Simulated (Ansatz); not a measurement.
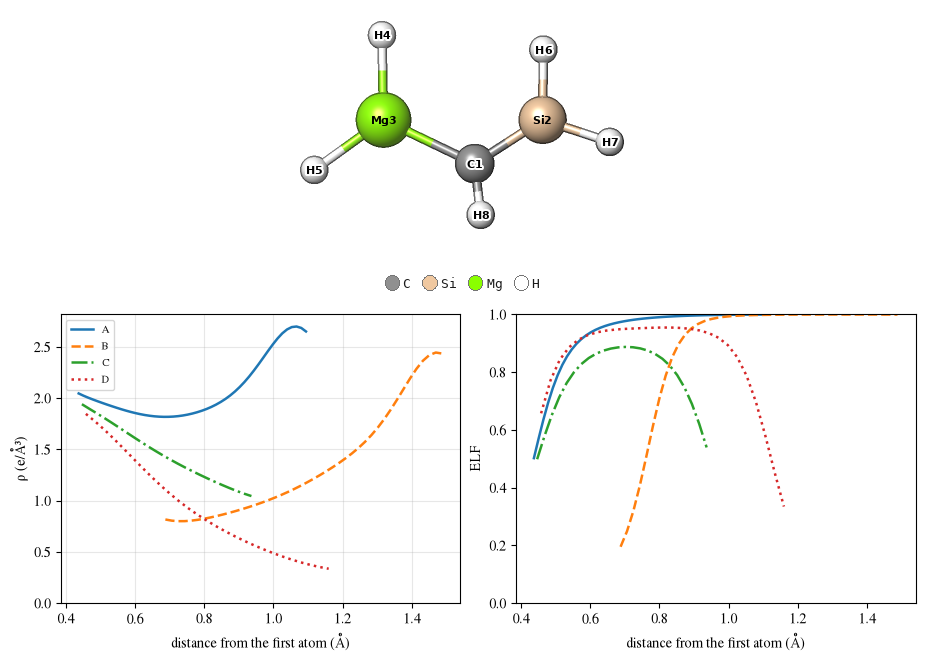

Figure 1: CH5MgSi (charge −1). Electron density and ELF along straight lines between neighbouring atoms. The curves leave out the atomic cores. The structure is drawn too.

Geometry: PBE0-D4/def2-TZVPD.

These are results of RKS PBE0-D4/def2-TZVPPD in Ansatz, not measurements.

The calculation's input:

```
crystal:
  periodic: [false, false, false]
  atoms:
    - {symbol: C, position_ang: [0.468658, -0.397167, -0.320987]}
    - {symbol: Si, position_ang: [1.173964, 0.831678, 0.623262]}
    - {symbol: Mg, position_ang: [-1.661330, -0.488005, -0.651560]}
    - {symbol: H, position_ang: [-2.667502, 0.783378, 0.119180]}
    - {symbol: H, position_ang: [-2.319865, -1.816429, -1.670718]}
    - {symbol: H, position_ang: [0.375968, 1.905654, 1.273192]}
    - {symbol: H, position_ang: [2.625160, 1.052040, 0.956729]}
    - {symbol: H, position_ang: [1.166044, -1.126643, -0.743421]}
basis:
  gaussian: {orbitals: "def2-TZVPPD.json"}
total_charge: -1
hamiltonian: {xc: pbe0, dispersion: d4}
output: {orbitals: {seedname: orbitals}}
```

Command:

```sh
ansatz run in.yaml --threads 2 --pin off --events-out ev --progress --plain --max-ram 4352MiB
```

Q: Which curve belongs to which contact (C–H, C–Mg, C–Si and Si–H)? The first atom named is at distance zero.

A: Curve A: C–H (1.09 Å): ρ at the midpoint is about 1.9 e/Å³; the ELF climbs to about 1 towards the hydrogen, as it does in any bond to H (a covalent bond by its length). Curve B: Si–H (1.49 Å): the density is about 0.8 e/Å³ at the midpoint; the ELF climbs to about 1 towards the hydrogen. Curve C: C–Si (1.70 Å): the density is about 1.2 e/Å³ at the midpoint; the ELF peaks at about 0.90 between the atoms: a covalent bond. Curve D: C–Mg (2.16 Å): the density is about 0.4 e/Å³ at the midpoint; the ELF peaks at about 0.95 in the valence shell of C, 0.8 Å from its nucleus, and is about 0.70 at the midpoint.
